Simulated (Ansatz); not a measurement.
## Bare YSe nanowire along [001] (144 atoms): repeated cells from small to large

How do plane waves and support functions scale when bare YSe nanowire along [001] (144 atoms) is repeated?

Calculated with Ansatz 0.2.0; Kohn-Sham DFT, r2SCAN, PAW (set soft_2), plane waves.

## (1) The starting structure

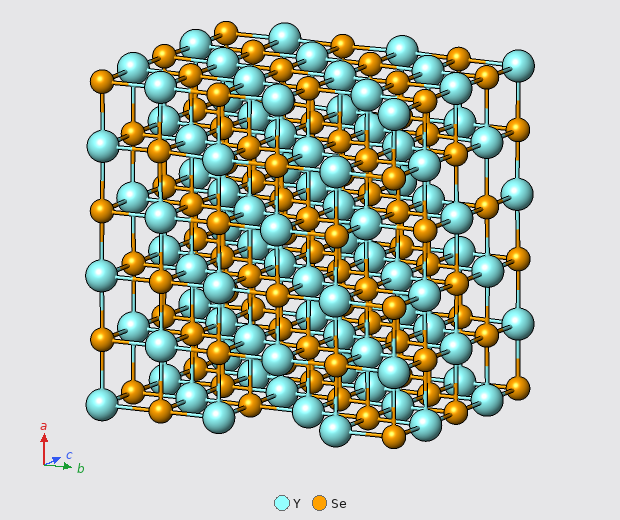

Start, viewed at a slant to the c axis; yttrium teal, selenium orange. Some periodic images of atoms are drawn too.

The cell holds 144 atoms: 72 Y and 72 Se. Cell: a = 23.258 Å, b = 23.258 Å, c = 11.406 Å, α = 90.0°, β = 90.0°, γ = 90.0°. It derives from YSe (rock-salt). Square section of size parameter 8.03 Å cut from rock-salt YSe (a = 5.703 Å) along [001], 2 periods, 9 Å of vacuum; not relaxed, displaced by a Gaussian of 0.02 Å. Vacuum lies along a and b. The structure repeats along c.

Limits known from the start: Beside vacuum, support functions can miss their usual error bounds without a warning.

## (2) Plane waves, typed cell on a dense mesh

The typed cell on a k-mesh is the yardstick: it samples like Γ on the cell repeated as often as the mesh has points along each axis. Its own convergence isn't tested.

File input.yaml:

```yaml
crystal:
  lattice:
    - [23.2575, 0.0, 0.0]
    - [0.0, 23.2575, 0.0]
    - [0.0, 0.0, 11.406]
  atoms:
    - { symbol: "Y", position: [0.1935, 0.19382, 0.99737] }
    - { symbol: Se, position: [0.31672, 0.19404, 0.99889] }
    - { symbol: "Y", position: [0.31663, 0.3165, 0.00392] }
    - { symbol: Se, position: [0.19303, 0.31613, 0.00085] }
    - { symbol: "Y", position: [0.31607, 0.19356, 0.25161] }
    - { symbol: Se, position: [0.19401, 0.19313, 0.24938] }
    - { symbol: "Y", position: [0.19432, 0.31608, 0.25129] }
    - { symbol: Se, position: [0.31664, 0.31734, 0.25243] }
    - { symbol: "Y", position: [0.19361, 0.19471, 0.50226] }
    - { symbol: Se, position: [0.31499, 0.1921, 0.49947] }
    - { symbol: "Y", position: [0.31426, 0.31432, 0.49875] }
    - { symbol: Se, position: [0.19537, 0.31609, 0.50081] }
    - { symbol: "Y", position: [0.31414, 0.19254, 0.74952] }
    - { symbol: Se, position: [0.19288, 0.19479, 0.74844] }
    - { symbol: "Y", position: [0.19241, 0.31582, 0.74979] }
    - { symbol: Se, position: [0.31791, 0.31515, 0.74989] }
    - { symbol: "Y", position: [0.19336, 0.43811, 0.0001] }
    - { symbol: Se, position: [0.31624, 0.43837, 0.99915] }
    - { symbol: "Y", position: [0.31511, 0.56178, 0.00198] }
    - { symbol: Se, position: [0.1938, 0.56091, 0.99384] }
    - { symbol: "Y", position: [0.31752, 0.4394, 0.24838] }
    - { symbol: Se, position: [0.19351, 0.43909, 0.25156] }
    - { symbol: "Y", position: [0.19331, 0.56112, 0.25038] }
    - { symbol: Se, position: [0.31561, 0.56129, 0.249] }
    - { symbol: "Y", position: [0.19489, 0.44041, 0.50241] }
    - { symbol: Se, position: [0.31561, 0.43821, 0.49978] }
    - { symbol: "Y", position: [0.31549, 0.56138, 0.50167] }
    - { symbol: Se, position: [0.19508, 0.56224, 0.49673] }
    - { symbol: "Y", position: [0.31657, 0.43884, 0.74911] }
    - { symbol: Se, position: [0.19302, 0.43966, 0.74591] }
    - { symbol: "Y", position: [0.194, 0.56138, 0.75127] }
    - { symbol: Se, position: [0.31695, 0.56115, 0.74757] }
    [... 106 atom lines left out ...]
    - { symbol: "Y", position: [0.80803, 0.80582, 0.50069] }
    - { symbol: Se, position: [0.68378, 0.80665, 0.49772] }
    - { symbol: "Y", position: [0.80552, 0.68286, 0.74876] }
    - { symbol: Se, position: [0.68616, 0.68261, 0.74622] }
    - { symbol: "Y", position: [0.68296, 0.80601, 0.74914] }
    - { symbol: Se, position: [0.80622, 0.80594, 0.75031] }
kpoints:
  mp_grid: { grid: [1, 1, 3] }
hamiltonian:
  xc: r2scan
scf:
  occupations: { method: gaussian, width: 0.05 }
output:
  forces: true
  populations: true
  dos:
    method: { smearing: { sigma: 0.08 } }
    de: 0.1
    projected: { site_lists: { Se: [Se], "Y": ["Y"] } }
  eigenvalues: true
```

Command:

```
$ ansatz run input.yaml --threads 5 --pin off --max-ram 76800MiB --backend cuda --events-out ev --progress --plain --runs-dir out
```

Numbers of over 12 decimals in the logs are rounded to 6 here.

Log:

```text
Engine: ansatz 0.2.0, x86_64-unknown-linux-gnu
Pseudopotentials: kind: paw
Pseudopotential: Y, paw, valence charge 11, recommended cutoff 500 eV (meta_gga), Y.paw.azcp
Pseudopotential: Se, paw, valence charge 16, recommended cutoff 500 eV (meta_gga), Se.paw.azcp
Functional definition: r2SCAN
  parameter k0 = 0.174
  parameter k1 = 0.065
  parameter a1 = 4.9479
  exchange = r2scan_x(k0 = k0, k1 = k1, a1 = a1)
  correlation = r2scan_c
GPU FFT provider: cuFFT
GPU libraries: cuBLAS 13.8.2, cuFFT 12.4.0, cuSOLVER 12.3.4
Crystal: 144 atoms, lattice volume = 6169.634 Å³
Basis set: ecut = 500 eV, 156653 PW (Γ), exchange–correlation on 720×720×360 points (64 copies of the dense FFT grid, shifted against one another)
Bands: 1167, of which v1, the nominal top of the filled ones, is band 972 counted from 1 (971 counted from 0)
Symmetry: 1 space group operations
Space group: P1 (ITA 1), of the structure as read, at distance tolerance 1.8e-4 Å
k-points: 2 of 3 (time reversal used)
Non-local potential: Y, projectors of the file, l = 0: 3, l = 1: 2, l = 2: 2, l = 3: 1
Non-local potential: Se, projectors of the file, l = 0: 2, l = 1: 2, l = 2: 3, l = 3: 1
PAW form: soft (Blöchl's): semilocal exchange-correlation on the pseudo side does not see the compensation charge
PAW frozen core: Y, regenerated for the run's functional (the file was generated under x = pbe(κ = 0.804, μ = 0.219515), c = pbe(β = 0.066725))
PAW frozen core: Se, regenerated for the run's functional (the file was generated under x = pbe(κ = 0.804, μ = 0.219515), c = pbe(β = 0.066725))
PAW one-centre angular grid: Y, 590 points (default); XC on 160 Gauss nodes
PAW one-centre angular grid: Se, 590 points (default); XC on 160 Gauss nodes
Initial density: superposition of atomic densities (neutral atoms: chi_scale 0, normalization atom), corrected by the library's trained network
Initial wavefunctions: pseudopotential atomic-orbital guess
GPU buffer pool allocated for 2916000 grid points (all kernels)
GPU transforms: local potential and band sums: pruned to the plane-wave sphere, on 180×180×90
GPU projectors: by the tables: the GPU's memory has no room for the FFT box's points about the atoms
Functional: x = r2scan, c = r2scan; τ floored in thin density (d = 2e-4 eV/Å³)
SCF iter   1: F=—  HF=-672573.449157 eV  |F-HF|=—  |Δ(HF+E_count)|=         —  Δρ=4.90e-3  dr2=7.76e0  dr2_τ=7.62e-1  ethr=1.77e-3  ⟨swp⟩=20.0  Hψ=13790  notcnv=0  defer=73
preconditioner: auto → LDOS  [metal: Δε(μ)=0.006 eV  Ē_g=6.040 eV  σ=0.050 eV  W_gap=0.07  n_scr=1196 (ndim 8)  ℏωp=10.6 eV  f_vac=0.404  D(μ)=145.09/eV (n_scr^D=950)  β→1.0]
SCF iter   2: F=—  HF=-672576.396609 eV  |F-HF|=—  |Δ(HF+E_count)|=    2.95e0  Δρ=2.34e-3  dr2=3.96e-1  dr2_τ=5.29e-2  ethr=3.99e-4  ⟨swp⟩=5.0  Hψ=5113  notcnv=0  defer=322
SCF iter   3: F=—  HF=-672576.493259 eV  |F-HF|=—  |Δ(HF+E_count)|=   9.66e-2  Δρ=9.75e-4  dr2=1.86e-1  dr2_τ=3.07e-3  ethr=2.04e-5  ⟨swp⟩=3.0  Hψ=4038  notcnv=0  defer=322
SCF iter   4: F=—  HF=-672576.460358 eV  |F-HF|=—  |Δ(HF+E_count)|=   3.29e-2  Δρ=4.43e-4  dr2=4.78e-2  dr2_τ=3.82e-4  ethr=9.59e-6  ⟨swp⟩=2.5  Hψ=4040  notcnv=0  defer=322
SCF iter   5: F=—  HF=-672576.460603 eV  |F-HF|=—  |Δ(HF+E_count)|=   2.45e-4  Δρ=1.91e-4  dr2=1.58e-2  dr2_τ=1.87e-4  ethr=2.46e-6  ⟨swp⟩=3.5  Hψ=3148  notcnv=0  defer=322
SCF iter   6: F=—  HF=-672576.462356 eV  |F-HF|=—  |Δ(HF+E_count)|=   1.75e-3  Δρ=9.32e-5  dr2=7.21e-3  dr2_τ=3.22e-5  ethr=8.15e-7  ⟨swp⟩=3.5  Hψ=2569  notcnv=0  defer=322
SCF iter   7: F=—  HF=-672576.462418 eV  |F-HF|=—  |Δ(HF+E_count)|=   6.25e-5  Δρ=6.27e-5  dr2=1.06e-3  dr2_τ=3.30e-5  ethr=3.71e-7  ⟨swp⟩=3.0  Hψ=3109  notcnv=0  defer=322
SCF iter   8: F=—  HF=-672576.461554 eV  |F-HF|=—  |Δ(HF+E_count)|=   8.65e-4  Δρ=1.85e-5  dr2=1.13e-4  dr2_τ=2.25e-6  ethr=5.47e-8  ⟨swp⟩=4.0  Hψ=3504  notcnv=0  defer=322
SCF iter   9: F=—  HF=-672576.462705 eV  |F-HF|=—  |Δ(HF+E_count)|=   1.15e-3  Δρ=1.14e-5  dr2=4.78e-5  dr2_τ=6.36e-7  ethr=5.80e-9  ⟨swp⟩=3.0  Hψ=3965  notcnv=0  defer=322
SCF iter  10: F=—  HF=-672576.462706 eV  |F-HF|=—  |Δ(HF+E_count)|=   6.55e-7  Δρ=6.74e-6  dr2=2.20e-5  dr2_τ=3.58e-7  ethr=2.46e-9  ⟨swp⟩=2.5  Hψ=3968  notcnv=0  defer=322
SCF iter  11: F=—  HF=-672576.462704 eV  |F-HF|=—  |Δ(HF+E_count)|=   1.53e-6  Δρ=2.75e-6  dr2=3.43e-6  dr2_τ=2.81e-8  ethr=1.13e-9  ⟨swp⟩=2.5  Hψ=3870  notcnv=0  defer=322
SCF iter  12: F=—  HF=-672576.462705 eV  |F-HF|=—  |Δ(HF+E_count)|=   2.08e-7  Δρ=1.64e-6  dr2=1.06e-6  dr2_τ=1.37e-8  ethr=1.76e-10  ⟨swp⟩=3.0  Hψ=3888  notcnv=0  defer=322
SCF iter  13: F=—  HF=-672576.462705 eV  |F-HF|=—  |Δ(HF+E_count)|=   9.02e-8  Δρ=9.53e-7  dr2=5.27e-7  dr2_τ=2.93e-9  ethr=5.47e-11  ⟨swp⟩=3.0  Hψ=3907  notcnv=0  defer=322
SCF iter  14: F=—  HF=-672576.462705 eV  |F-HF|=—  |Δ(HF+E_count)|=   1.44e-8  Δρ=6.02e-7  dr2=1.64e-7  dr2_τ=2.47e-9  ethr=2.71e-11  ⟨swp⟩=3.0  Hψ=3514  notcnv=0  defer=322
SCF iter  15: F=-672576.462705 eV  HF=-672576.462705 eV  |F-HF|=2.28e-8  |Δ(HF+E_count)|=  1.16e-10  Δρ=3.32e-7  dr2=3.37e-8  dr2_τ=4.48e-10  ethr=5.14e-12  ⟨swp⟩=174.5  Hψ=15832  notcnv=0
SCF 1 converged in 15 iterations: F = -672576.462705 eV  dr2 = 3.37e-8
  greatest PAW one-centre occupation: 1.000 electrons in one spin orbital (limit 2), on the Se atom at site 45 (counted from 0), in its partial waves of l = 2
SCF converged after 15 iterations
Free energy (F): -672576.462705 eV
Harris-Foulkes:  -672576.462705 eV  (|F-HF|=2.28e-8)
Internal energy: -672576.257089 eV  (E = F + TS)
E sigma→0 (E₀):  -672576.359897 eV
Entropy (-TS):   -0.205616 eV (-1.428 meV/atom)
Fermi energy:    6.232024 eV
--- Per-component energies (eV) ---
  E_band       = -45764.058813
  E_kinetic    = 30725.703505
  E_local      = -1001415.956991  (includes V_loc(G=0)·N_el)
  E_nonlocal   = -39319.593914
  E_hartree    = 487713.394326
  E_xc         = -19310.707255
  E_vxc        = -23775.776425  (∫ρ·V_xc dr)
  E_paw        = -343193.233208  (= ΣΔE_a)
  E_vpaw       = 11350.917446  (= ΣTr[D̂ρ^β])
  E_aug_tail   = -0.014757  (compensation charges beyond the density's cutoff)
  E_vtau       = 1243.909237  (kinetic-family band-sum trace: ∫τ·v_τ [+ j·A + Jᵃ·Aᵃ] dr)
  E_ewald      = 212362.299312
  E_core_change = -138.148107  (= ΣΔE_core)
  E_smearing   = -0.205616  (= −TS)
  E_closure    = -0.000000  (closes the sum)
  Σ components = -672576.462705   (vs F -672576.462705, Δ=0.00e0)
--- Forces (eV/Å), atoms counted from 1 ---
  atom   1  Y      1.24963803     1.21507892     0.06534170
  atom   2  Se    -0.54015569    -0.98102257     0.13848250
  atom   3  Y     -0.01381816     0.07201911    -0.13063375
  atom   4  Se    -0.85262779    -0.34852483    -0.03823964
  atom   5  Y      0.03835215     1.00761616    -0.14009612
  atom   6  Se    -0.80296869    -0.69433952     0.02156538
  atom   7  Y      0.91830411     0.05390974    -0.08832920
  atom   8  Se    -0.36523647    -0.45298026    -0.13378593
  atom   9  Y      1.13697966     1.04904319    -0.18115096
  atom  10  Se    -0.14525939    -0.95563789     0.08762167
  atom  11  Y      0.67733099     0.24395394     0.09114176
  atom  12  Se    -1.33968227    -0.11558893    -0.02661546
  atom  13  Y      0.28072030     0.89642235    -0.04016316
  atom  14  Se    -0.90267867    -0.92429297     0.15154539
[...]
atom 143  Y     -0.01784993    -0.95864806    -0.08336189
  atom 144  Se     0.72158611     0.76768837    -0.00260982
  max |Σ_I F_I| component: 2.43e-4 eV/Å
--- Band table (eV) ---
  k-point 0: bands = ["-44.0772", "-44.0734", "-44.0723", "-44.0697", [... 1151 levels ...], "8.3319", "8.3370", "8.3416", "8.3472", "8.3655", "8.3834", "8.3835", "8.3899", "8.3956", "8.3996", "8.4069", "8.4104"]
  k-point 1: bands = ["-44.0772", "-44.0734", "-44.0723", "-44.0697", [... 1151 levels ...], "8.5414", "8.5486", "8.5512", "8.5575", "8.5640", "8.5675", "8.5725", "8.5743", "8.5856", "8.5907", "8.5967", "8.6031"]
--- Löwdin populations: 144 sites ---
  site symbol       q [e]
     0      Y     10.4109
     1     Se     16.3875
     2      Y     10.6529
[...]
143     Se     16.5367
  spilling = 0.003067 (of n_electrons = 1944.000000)
```

Elapsed: 58 s, on 1 × NVIDIA H100 80GB HBM3 with 5 threads of AMD EPYC 7R13 (Zen 3), shared host; peak memory 8.2 GiB.

Reading the cycles: dr2 is the Hartree energy of the density residual (eV), the measure of convergence; HF is the Harris–Foulkes estimate of the energy, which meets the free energy F at convergence.

That memory is the host's.

The program notes that it cut back its plan to fit the GPU's memory.

Numbers from this run:

| Property | Result |
| --- | --- |
| free energy | -672576.4627 eV |
| free energy per atom | -4670.6699 eV/atom |
| SCF cycles | 15 |
| r.m.s. force component | 0.4963 eV/Å |
| longest force | 1.765 eV/Å |
| Fermi energy | 6.232 eV |
| levels partly filled by over 2 per cent | 21 |
| spilling of the projection | 0.003067 |

The r.m.s. force component of 0.50 eV/Å sets the scale for the differences below.

## (3) Plane waves, 144 atoms

The typed cell is solved at Γ alone, the coarsest sampling of the series.

input.yaml, the sections that differ from step 2:

```yaml
kpoints:
  mp_grid: { grid: [1, 1, 1] }
output:
  forces: true
# crystal, hamiltonian, scf: as in step 2
```

Elapsed: 17 s, on 1 × NVIDIA H100 80GB HBM3 with 5 threads; peak memory 2.4 GiB; 21 s of CPU time.

That memory is the host's; the program planned up to 21.9 GiB on the GPU.

It converged in 16 SCF cycles; the log is left out.

The energy lies 15.1 meV/atom below the dense-mesh reference.

## (4) Support functions, 144 atoms

The typed cell is solved at Γ alone, now in support functions.

This step: Kohn-Sham DFT, r2SCAN, PAW (set soft_2), localised support functions (medium) (Ansatz 0.2.0).

Changes to input.yaml since step 3:

```diff
@@ -13,2 +13,5 @@
   occupations: { method: gaussian, width: 0.05 }
+  eigensolver: { kind: { support_functions: { accuracy: medium } } }
+  mixing: { beta: 0.2 }
+  max_iter: 150
 output:
```

It took 95 s on 1 × NVIDIA H100 80GB HBM3 with 5 threads; peak memory 3.4 GiB.

That memory is the host's; the program planned up to 13.6 GiB on the GPU.

The program notes that the band table was not solved further than the SCF left it and it switched symmetry off. Further notices: vacuum switching off with vacuum.

It converged in 67 SCF cycles; the log is left out.

The energy lies 16.7 meV/atom below the dense-mesh reference, and 1.6 meV/atom below plane waves of the same size, an offset between the two bases that leaves the sampling error alike.

## (5) Plane waves, 288 atoms

The cell is repeated and solved at Γ in plane waves, whose cost grows towards the cube of the size.

This step: Kohn-Sham DFT, r2SCAN, PAW (set soft_2), plane waves (Ansatz 0.2.0).

input.yaml, the sections that differ from step 4:

```yaml
crystal:
  lattice:
    - [23.2575, 0.0, 0.0]
    - [0.0, 23.2575, 0.0]
    - [0.0, 0.0, 11.406]
  atoms:
    [... the 144 atom lines of step 2 ...]
  supercell: [1, 1, 2]
scf:
  occupations: { method: gaussian, width: 0.05 }
# kpoints, hamiltonian, output: as in step 4
```

Log:

```text
projector tables: rebuilt, as memory chose (as under --projector-tables rebuilt)
[...]
GPU FFT provider: cuFFT
GPU libraries: cuBLAS 13.8.2, cuFFT 12.4.0, cuSOLVER 12.3.4
Crystal: 288 atoms, lattice volume = 12339.269 Å³
Basis set: ecut = 500 eV, 313239 PW (Γ), exchange–correlation on 720×720×720 points (64 copies of the dense FFT grid, shifted against one another)
Bands: 2232, of which v1, the nominal top of the filled ones, is band 1944 counted from 1 (1943 counted from 0)
Symmetry: 2 space group operations
[...]
k-points: 1
[...]
GPU buffer pool allocated for 5832000 grid points (all kernels)
[...]
SCF iter   1: F=—  HF=-1345149.004946 eV  |F-HF|=—  |Δ(HF+E_count)|=         —  Δρ=5.05e-3  dr2=1.62e1  dr2_τ=1.54e0  ethr=1.77e-3  ⟨swp⟩=16.0  Hψ=13347  notcnv=0  defer=1
[...]
SCF iter  13: F=—  HF=-1345154.496694 eV  |F-HF|=—  |Δ(HF+E_count)|=   6.24e-8  Δρ=3.90e-7  dr2=1.28e-7  dr2_τ=1.79e-9  ethr=2.57e-12  ⟨swp⟩=6.0  Hψ=6033  notcnv=0
SCF iter  14: F=-1345154.496694 eV  HF=-1345154.496694 eV  |F-HF|=1.89e-8  |Δ(HF+E_count)|=   3.26e-9  Δρ=2.18e-7  dr2=3.50e-8  dr2_τ=4.94e-10  ethr=2.57e-12  ⟨swp⟩=6.0  Hψ=5667  notcnv=0
SCF 1 converged in 14 iterations: F = -1345154.496694 eV  dr2 = 3.50e-8
[...]
SCF converged after 14 iterations
Free energy (F): -1345154.496694 eV
[...]
Internal energy: -1345154.238285 eV  (E = F + TS)
E sigma→0 (E₀):  -1345154.367490 eV
Entropy (-TS):   -0.258409 eV (-0.897 meV/atom)
Fermi energy:    6.234534 eV
[...]
Σ components = -1345154.496694   (vs F -1345154.496694, Δ=0.00e0)
--- Forces (eV/Å), atoms counted from 1 ---
  atom   1  Y      1.34404581     1.31262304     0.06367913
  atom   2  Se    -0.55816938    -0.99136188     0.14167087
  atom   3  Y     -0.08325310    -0.00490609    -0.14911005
  atom   4  Se    -0.86783384    -0.38188068    -0.03016928
  atom   5  Y     -0.03417906     1.15136709    -0.16087148
  atom   6  Se    -0.84911455    -0.74367353     0.01951201
  [... forces on the other 282 atoms ...]
  max |Σ_I F_I| component: 4.97e-4 eV/Å
```

It took 60 s on 1 × NVIDIA H100 80GB HBM3 with 5 threads; peak memory 3.8 GiB.

That memory is the host's.

The program repeats the typed cell 1×1×2 times, 288 atoms in all; totals in the log are those of the whole repeated cell, and force differences are taken after averaging over the copies of each atom.

The energy lies 5.46 meV/atom below the dense-mesh reference.

## (6) Support functions, 288 atoms

The repeated cell is solved at Γ in support functions.

This step: Kohn-Sham DFT, r2SCAN, PAW (set soft_2), localised support functions (medium) (Ansatz 0.2.0).

Changes to input.yaml since step 5:

```diff
@@ -14,2 +14,5 @@
   occupations: { method: gaussian, width: 0.05 }
+  eigensolver: { kind: { support_functions: { accuracy: medium } } }
+  mixing: { beta: 0.2 }
+  max_iter: 150
 output:
```

Log:

```text
Warning: scf.eigensolver.kind.support_functions: disabling space-group detection — the functions' gradient is summed over unrotated k-points, so no spatial operation reduces the k-mesh or symmetrises the density; time reversal is kept, so that k and −k are solved as one point where they differ and the mesh holds both, and exact exchange and, on two spinor components, a DFT+U term hold to it where the run has them: [...]
settings of this run that can trade accuracy for cost: scf.eigensolver.kind.support_functions [...]
[...]
device memory: the entry about to start is reckoned to put 24.8 GiB on a device that reports 42.5 GiB free
GPU FFT provider: cuFFT
GPU libraries: cuBLAS 13.8.2, cuFFT 12.4.0, cuSOLVER 12.3.4
Crystal: 288 atoms, lattice volume = 12339.269 Å³
Basis set: ecut = 500 eV, 313239 PW (Γ), exchange–correlation on 540×540×540 points (27 copies of the dense FFT grid, shifted against one another)
Bands: 2333, of which v1, the nominal top of the filled ones, is band 1944 counted from 1 (1943 counted from 0)
Symmetry: 1 space group operations
k-points: 1
[...]
GPU buffer pool allocated for 5832000 grid points (all kernels)
[...]
SCF iter   1: F=—  HF=-1345117.751641 eV  |F-HF|=—  |Δ(HF+E_count)|=         —  Δρ=2.38e-2  dr2=4.03e2  dr2_τ=5.72e0  ethr=1.00e-1
[...]
SCF iter  26: F=—  HF=-1345154.949854 eV  |F-HF|=—  |Δ(HF+E_count)|=   5.52e-4  Δρ=5.31e-6  dr2=1.15e-5  dr2_τ=4.04e-7  ethr=8.42e-10  κ⁻¹=9.5e-5(r=7)
SCF iter  27: F=-1345154.949898 eV  HF=-1345154.949877 eV  |F-HF|=2.05e-5  |Δ(HF+E_count)|=   2.40e-5  Δρ=3.01e-6  dr2=5.38e-6  dr2_τ=6.60e-8  ethr=2.95e-10
SCF 1 converged in 27 iterations: F = -1345154.964865 eV  dr2 = 5.38e-6
[...]
SCF converged after 27 iterations
Stability not checked: this state was not tested for a lower state beside it, because the mixer in use, unlike msr1, does not test its closes by its own steps (another_mixer; see scf.mixing.algorithm and scf.lower_state_search)
Free energy (F): -1345154.964865 eV
[...]
Internal energy: -1345154.706556 eV  (E = F + TS)
E sigma→0 (E₀):  -1345154.835711 eV
Entropy (-TS):   -0.258309 eV (-0.897 meV/atom)
Fermi energy:    6.234459 eV
[...]
Σ components = -1345154.964865   (vs F -1345154.964865, Δ=0.00e0)
--- Forces (eV/Å), atoms counted from 1 ---
  atom   1  Y      1.34391768     1.31308599     0.06420021
  atom   2  Se    -0.55765678    -0.99162169     0.14164533
  atom   3  Y     -0.08335858    -0.00489416    -0.15029850
  atom   4  Se    -0.86826944    -0.38158868    -0.03014655
  atom   5  Y     -0.03428602     1.15122146    -0.16099022
  atom   6  Se    -0.84921803    -0.74377629     0.01944814
  [... forces on the other 282 atoms ...]
  max |Σ_I F_I| component: 6.89e-3 eV/Å
--- Band table (eV) ---
[... left out ...]
  guard bands above this table: 337 of the run's 2333 bands (output.publish_guard_bands: true publishes all)
```

It took 57 s on 1 × NVIDIA H100 80GB HBM3 with 5 threads; peak memory 3.8 GiB.

That memory is the host's; the program planned up to 24.8 GiB on the GPU.

The program repeats the typed cell 1×1×2 times, 288 atoms in all; totals in the log are those of the whole repeated cell, and force differences are taken after averaging over the copies of each atom.

The energy lies 7.08 meV/atom below the dense-mesh reference, and 1.6 meV/atom below plane waves of the same size, an offset between the two bases that leaves the sampling error alike.

[end of part 1 of 2]

[Logs are printed without paths, hosts, clocks, repeated set-up lines and the standing remarks that a program may print on its own settings, such as how far it seeks lower states.]

[Hosts, paths, dates, database ids (printed as entryN), source tags and the programs' standing remarks are cut or masked in the printed files.]
